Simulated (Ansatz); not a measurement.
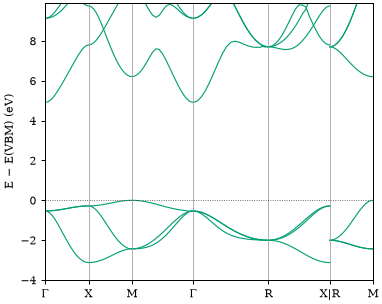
Band structure from DFT-r²SCAN in the program Ansatz with PAW potentials

**Question.** Read off the gap and where the band edges lie.

**Answer.** About 4.9 eV (4.91 eV by a search for the band edges); maximum at M, minimum at Γ.

The material is NaCl (CsCl type, Pm-3m).

This is a known high-pressure phase of the composition, computed here at zero pressure and temperature. The r²SCAN relaxation kept the symmetry of its start; of distortions, only those at the zone centre were tested.

Potentials: the earlier of the program's two PAW sets.
